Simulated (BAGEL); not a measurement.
# triplet BNH2F2 at 3 levels

Wanted: a comparison of 3 runs (UHF/STO-3G, ROHF/6-31G*, ROHF/6-311+G**) of triplet BNH2F2. 

The results are computed with BAGEL 1.2.2.

## (1) The structure to begin with

BNH2F2: 6 atoms, total charge 0, spin state triplet. SMILES of the parent species: `NB(F)F`. The shape is that of a PBE0-D4/def2-TZVP optimisation. That shape belongs to the parent species and isn't relaxed for this state.

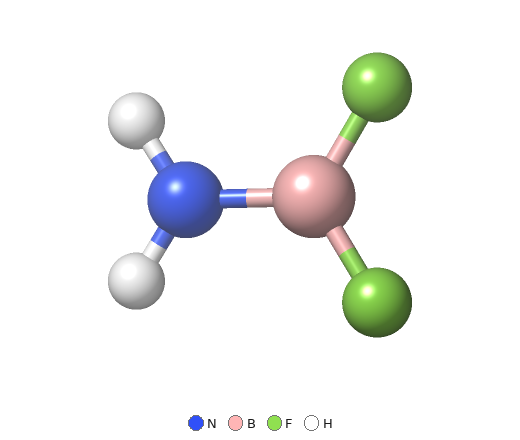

Viewed from a chosen angle; nitrogen blue, boron pink, fluorine green, hydrogen white.

## (2) A single-point energy at UHF/STO-3G (density fitting with qzvpp-jkfit) (run 1)

The input, input.json:

```json
{ "bagel": [

{
  "title": "molecule",
  "basis": "sto-3g",
  "df_basis": "qzvpp-jkfit",
  "angstrom": true,
  "geometry": [
    { "atom": "N", "xyz": [      -0.210700,       0.687600,      -0.156800 ] },
    { "atom": "B", "xyz": [       0.195300,      -0.614700,       0.121200 ] },
    { "atom": "F", "xyz": [      -0.667400,      -1.526100,       0.560300 ] },
    { "atom": "F", "xyz": [       1.459700,      -0.991800,      -0.042700 ] },
    { "atom": "H", "xyz": [       0.425000,       1.389500,      -0.488700 ] },
    { "atom": "H", "xyz": [      -1.159800,       0.991400,      -0.039400 ] }
  ]
},

{
  "title": "uhf",
  "nopen": 2
},

{
  "title": "print",
  "file": "orbitals.molden",
  "orbitals": true
}

]}
```

Run with:

```console
$ BAGEL_NUM_THREADS=1 BAGEL input.json > input.out
```

The log of the run:

```text
* using 1 threads per process

  ===============================================================
  ===============================================================

  *** Geometry ***

  { "atom" : "N", "xyz" : [     -0.398165,      1.299376,     -0.296309 ] },
  { "atom" : "B", "xyz" : [      0.369064,     -1.161615,      0.229035 ] },
  { "atom" : "F", "xyz" : [     -1.261203,     -2.883911,      1.058814 ] },
  { "atom" : "F", "xyz" : [      2.758433,     -1.874230,     -0.080691 ] },
  { "atom" : "H", "xyz" : [      0.803134,      2.625774,     -0.923509 ] },
  { "atom" : "H", "xyz" : [     -2.191704,      1.873474,     -0.074455 ] },

  Number of auxiliary basis functions:      342

  Since a DF basis is specified, we compute 2- and 3-index integrals:
    o Being stored without compression. Storage requirement is 0.001 GB

  Number of basis functions:       22
  Number of electrons      :       32

    * METHOD: MOLECULE                             0.06

  *** Open-shell HF ***

  === Nuclear Repulsion ===
   112.8074308296

      * DIIS with orbital gradients will be used.

  === UHF iteration (sto-3g) ===
      0       -275.10300096          0.04225266           0.01
      1       -275.18676722          0.00953149           0.01
      2       -275.19155304          0.00236164           0.01
[... 9 lines of this table left out ...]
     12       -275.19240285          0.00000001           0.01
    * SCF iteration converged.

    * S^2 (UHF) is 2.0137

    * Permanent dipole moment:
           (    0.772179,    -2.477192,     0.528651) a.u.

    * METHOD: UHF                                  0.17

    * METHOD: PRINT                                0.00

  ===============================================================
```

Run time: 0.36 s. Hardware: 1 thread of Arm Neoverse V2, shared host.

## (3) A single-point energy at ROHF/6-31G(d) (density fitting with qzvpp-jkfit, spherical functions) (run 2)

The input, calc.json:

```json
{ "bagel" : [

{
  "title" : "molecule",
  "basis" : "6-31gs.json",
  "df_basis" : "qzvpp-jkfit",
  "angstrom" : "true",
  "geometry" : [
    { "atom" : "N", "xyz" : [   -0.210700,    0.687600,   -0.156800 ] },
    { "atom" : "B", "xyz" : [    0.195300,   -0.614700,    0.121200 ] },
    { "atom" : "F", "xyz" : [   -0.667400,   -1.526100,    0.560300 ] },
    { "atom" : "F", "xyz" : [    1.459700,   -0.991800,   -0.042700 ] },
    { "atom" : "H", "xyz" : [    0.425000,    1.389500,   -0.488700 ] },
    { "atom" : "H", "xyz" : [   -1.159800,    0.991400,   -0.039400 ] }
  ]
},
{
  "title" : "rohf",
  "nopen" : 2
},
{
  "title" : "print",
  "file" : "orbitals.molden",
  "orbitals" : "true"
}

]}
```

The basis set 6-31G* is read from a file made from the Basis Set Exchange's data (not shown).

Run with:

```console
$ BAGEL_NUM_THREADS=1 BAGEL calc.json > calc.out
```

The log of the run:

```text
* using 1 threads per process

  ===============================================================
  ===============================================================

  *** Geometry ***

  { "atom" : "N", "xyz" : [     -0.398165,      1.299376,     -0.296309 ] },
  { "atom" : "B", "xyz" : [      0.369064,     -1.161615,      0.229035 ] },
  { "atom" : "F", "xyz" : [     -1.261203,     -2.883911,      1.058814 ] },
  { "atom" : "F", "xyz" : [      2.758433,     -1.874230,     -0.080691 ] },
  { "atom" : "H", "xyz" : [      0.803134,      2.625774,     -0.923509 ] },
  { "atom" : "H", "xyz" : [     -2.191704,      1.873474,     -0.074455 ] },

  Number of auxiliary basis functions:      342

  Since a DF basis is specified, we compute 2- and 3-index integrals:
    o Being stored without compression. Storage requirement is 0.010 GB

  Number of basis functions:       60
  Number of electrons      :       32

    * METHOD: MOLECULE                             0.08

  *** Open-shell HF ***

  === Nuclear Repulsion ===
   112.8074308296

      * DIIS with orbital gradients will be used.

  === ROHF iteration (6-31gs.json) ===
      0       -278.83449954          0.05177905           0.03
      1       -278.98273143          0.03272271           0.03
      2       -279.02747847          0.01958782           0.03
[... 18 lines of this table left out ...]
     21       -279.05337258          0.00000001           0.03
    * SCF iteration converged.

    * S^2 (ROHF) is 2.0000

    * Permanent dipole moment:
           (   -0.037674,     0.122684,    -0.026297) a.u.

    * METHOD: ROHF                                 0.78

    * METHOD: PRINT                                0.01

  ===============================================================
```

Run time: 1 s. Hardware: 1 thread of Arm Neoverse V2, shared host.

## (4) A single-point energy at ROHF/6-311+G(d,p) (density fitting with qzvpp-jkfit) (run 3)

The input, calc.json:

```json
{ "bagel" : [

{
  "title" : "molecule",
  "basis" : "6-311+gss.json",
  "df_basis" : "qzvpp-jkfit",
  "angstrom" : "true",
  "geometry" : [
    { "atom" : "N", "xyz" : [      -0.210700,       0.687600,      -0.156800 ] },
    { "atom" : "B", "xyz" : [       0.195300,      -0.614700,       0.121200 ] },
    { "atom" : "F", "xyz" : [      -0.667400,      -1.526100,       0.560300 ] },
    { "atom" : "F", "xyz" : [       1.459700,      -0.991800,      -0.042700 ] },
    { "atom" : "H", "xyz" : [       0.425000,       1.389500,      -0.488700 ] },
    { "atom" : "H", "xyz" : [      -1.159800,       0.991400,      -0.039400 ] }
  ]
},

{ "title" : "rohf", "nopen" : 2 },

{ "title" : "print", "file" : "orbitals.molden", "orbitals" : "true" }

]}
```

The basis set 6-311+G** is read from a file made from the Basis Set Exchange's data (not shown).

Run with:

```console
$ BAGEL_NUM_THREADS=1 BAGEL calc.json > calc.out
```

The log of the run:

```text
* using 1 threads per process

  ===============================================================
  ===============================================================

  *** Geometry ***

  { "atom" : "N", "xyz" : [     -0.398165,      1.299376,     -0.296309 ] },
  { "atom" : "B", "xyz" : [      0.369064,     -1.161615,      0.229035 ] },
  { "atom" : "F", "xyz" : [     -1.261203,     -2.883911,      1.058814 ] },
  { "atom" : "F", "xyz" : [      2.758433,     -1.874230,     -0.080691 ] },
  { "atom" : "H", "xyz" : [      0.803134,      2.625774,     -0.923509 ] },
  { "atom" : "H", "xyz" : [     -2.191704,      1.873474,     -0.074455 ] },

  Number of auxiliary basis functions:      342

  Since a DF basis is specified, we compute 2- and 3-index integrals:
    o Being stored without compression. Storage requirement is 0.027 GB

  Number of basis functions:      100
  Number of electrons      :       32

    * METHOD: MOLECULE                             0.11

  *** Open-shell HF ***

  === Nuclear Repulsion ===
   112.8074308296

      * DIIS with orbital gradients will be used.

  === ROHF iteration (6-311+gss.json) ===
      0       -278.86529068          0.06365473           0.06
      1       -279.08575594          0.04391990           0.06
      2       -279.15882354          0.02723319           0.06
[... 13 lines of this table left out ...]
     16       -279.20523047          0.00000000           0.07
    * SCF iteration converged.

    * S^2 (ROHF) is 2.0000

    * Permanent dipole moment:
           (   -0.107703,     0.346022,    -0.073842) a.u.

    * METHOD: ROHF                                 1.20

    * METHOD: PRINT                                0.02

  ===============================================================
```

Run time: 1.5 s. Hardware: 1 thread of Arm Neoverse V2, shared host; peak memory 0.097 GiB.

## (5) Overview of the runs

| run | level | energy (Eh) | dipole moment (D) | ⟨S²⟩ | wall time |
| --- | --- | --- | --- | --- | --- |
| 1 | UHF/STO-3G (density fitting with qzvpp-jkfit) | -275.192403 | 6.73 | 2.014 | 0.36 s |
| 2 | ROHF/6-31G* (density fitting with qzvpp-jkfit, spherical functions) | -279.053373 | 0.33 | 2.000 | 1 s |
| 3 | ROHF/6-311+G** (density fitting with qzvpp-jkfit) | -279.205230 | 0.94 | 2.000 | 1.5 s |

## (6) Results

| quantity | value |
| --- | --- |
| run 3: total energy | -279.20523 Eh |
| run 3: dipole moment | 0.94 D |
| run 3: ⟨S²⟩ | 2.000 |

What this shows: The dipole moment (its size) runs from 0.33 D (ROHF/6-31G*) to 6.73 D (UHF/STO-3G). The two ends differ in method and basis. The two dipoles point in opposite directions. So wide a spread suggests that the runs ended on unlike SCF solutions, not only an effect of the method. In run 1 the basis is minimal, so the values are rough. All runs together took 2.8 s, the longest 1.5 s.
